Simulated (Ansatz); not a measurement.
**FGeH$_{3}$···HCl: density, localisation and related maps**

Input

```
crystal:
  periodic: [false, false, false]
  atoms:
    - { symbol: Ge, position_ang: [-0.38967, 0.0, -0.458922] }
    - { symbol: Cl, position_ang: [0.168185, 0.0, 2.929987] }
    - { symbol: H, position_ang: [0.911402, 0.0, 0.340269] }
    - { symbol: H, position_ang: [-0.553557, 1.267097, -1.31663] }
    - { symbol: H, position_ang: [-0.553557, -1.267097, -1.31663] }
    - { symbol: F, position_ang: [-1.741139, 0.0, 0.602123] }
    - { symbol: H, position_ang: [-1.124165, 0.0, 2.623004] }
basis:
  gaussian: { orbitals: def2-SVP }
hamiltonian:
  xc: pbe0
relax:
  f_tol: 0.03
  max_steps: 50
output:
  orbitals: {}
```

Command:

```sh
ansatz run input.yaml --threads 2 --pin off --max-ram 3072MiB --backend cpu --events-out ev --progress --plain --runs-dir out
```

The fields are those of the run's last geometry, not of the input's.

Computed with Ansatz 0.2.0, RKS PBE0/def2-SVP.

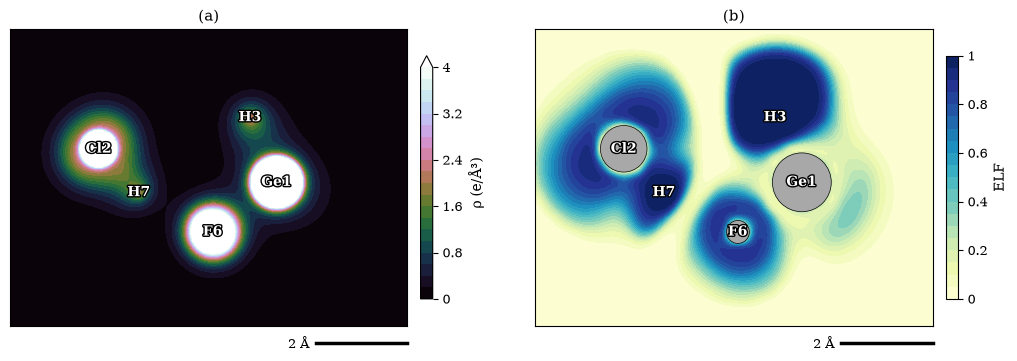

Figure 1. (a) total electron density; (b) ELF on the plane of atoms H3, Ge1 and F6. Grey discs cover the atomic cores in the ELF map.

> What does the map show?

Atoms in the plane: Ge, Cl, H and F.
F6···H7 (1.83 Å): the density falls to about 0.2 e/Å³ on the way; the ELF dips to about 0.10 between them.
Ge–F (1.77 Å): ρ is about 0.84 e/Å³ halfway; the ELF peaks at about 0.80 in the valence shell of F, 0.5 Å from its nucleus, and is about 0.20 at the midpoint.
Cl–H (1.30 Å): the density is about 1.9 e/Å³ at the midpoint; the ELF climbs to about 1 towards the hydrogen, as it does in any bond to H.
Ge–H (1.53 Å): ρ at the midpoint is about 1.1 e/Å³; the ELF climbs to about 1 towards the hydrogen.
The ELF also peaks beside F6 and Cl2, away from the bonds: lone-pair regions.

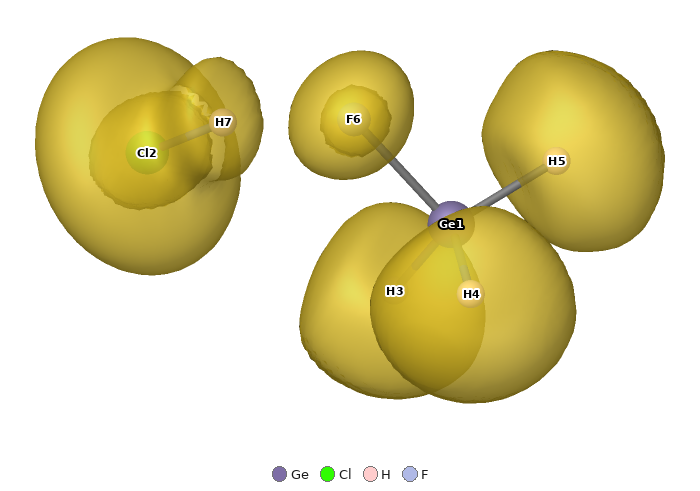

Figure 2. Isosurface of the electron localisation function at 0.75 (yellow), seen at an oblique angle. Only the valence region is drawn (cores and ρ < 0.01 e/Å³ removed).

> Where are the electrons localised?

The surface consists of three regions around hydrogen nuclei, one region wrapped around F (its valence shell) and one joined region spread over several atoms (Cl, H), in which their bonds and any lone pairs are merged.

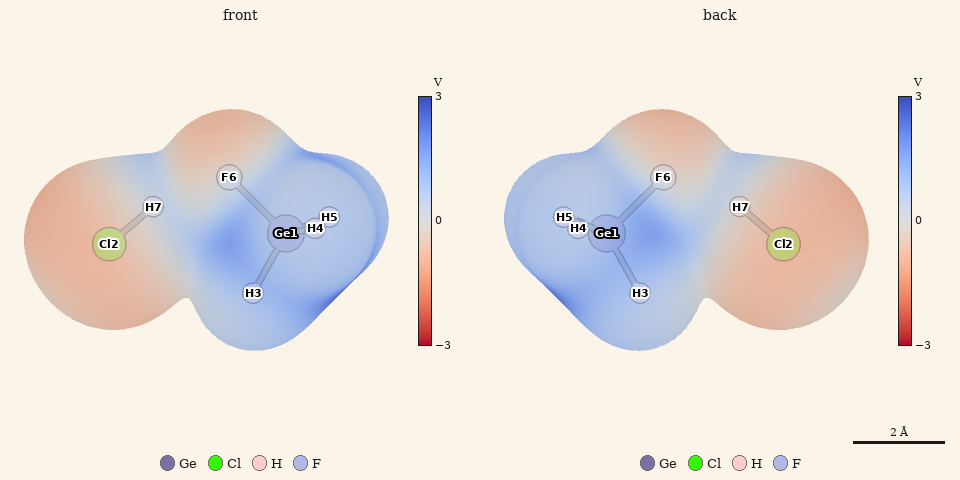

Figure 3. The electrostatic potential painted on the density surface at 0.002 e/bohr³, seen from the front and from behind; the colour scale runs from red (negative) to blue (positive).

> Which sites attract a positive test charge, and which a negative one?

A positive charge is drawn to the negative regions and a negative charge to the positive ones. The most negative region (about −1.0 V, or −23 kcal/mol for a unit charge) lies over Cl2, the most positive (about +2.4 V, or +55 kcal/mol for a unit charge) over Ge1.
